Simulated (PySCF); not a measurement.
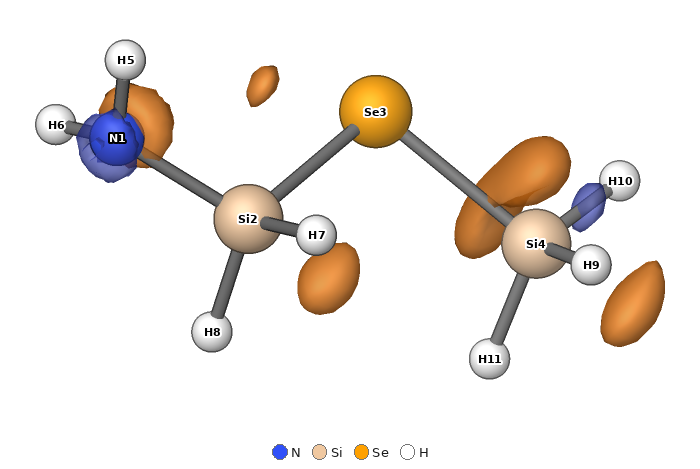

H₇NSeSi₂, SMILES `N[SiH2][Se][SiH3]`. Fukui function f⁺ = ρ(N+1) − ρ(N) at fixed geometry, surfaces at ±0.03 e/Å³ (orange positive, blue negative).

Method: B3LYP/cc-pVDZ; geometry: GFN2-xTB; program: PySCF. No frequency check shows the geometry to be a minimum. GFN2-xTB bond lengths at metals and heavier atoms can be off by up to 0.1 Å and shapes distorted, which carries into these values.

Coordinates in Å:

```
N1      -2.9371    0.0021    0.0007
Si2     -1.4146   -0.7869   -0.0001
Se3      0.3460    0.7298    0.0000
Si4      2.1525   -0.6466    0.0003
H5      -3.1972    0.5256    0.8209
H6      -3.1965    0.5278   -0.8222
H7      -1.3165   -1.5573    1.2305
H8      -1.3155   -1.5540   -1.2358
H9       2.0980   -1.4800    1.1971
H10      3.2933    0.2548    0.0008
H11      2.0990   -1.4768   -1.1993
```

On which atoms does the density change most on addition of an electron?

Answer. f⁺ (Hirshfeld-condensed) is largest on Si4 (0.22), Si2 (0.16) and Se3 (0.15); the vertical electron affinity is −1.76 eV (the stability of the anion's solution wasn't checked; negative, but this basis has no diffuse functions, so it doesn't show that the anion is unbound). Condensed values hint at sites of nucleophilic attack but needn't mark the atom that reacts. Orbital relaxation makes it negative in places (0.14 e in all).

```csv
atom,f⁺,charge
N1,+0.06,−0.29
Si2,+0.16,+0.34
Se3,+0.15,−0.19
Si4,+0.22,+0.29
H5,+0.08,+0.12
H6,+0.08,+0.12
H7,+0.04,−0.08
H8,+0.04,−0.08
H9,+0.05,−0.08
H10,+0.07,−0.07
H11,+0.05,−0.08
```

The PySCF run took 5.4 min on 1 thread of Arm Neoverse V2, with other jobs on the host, peak memory 0.69 GiB.
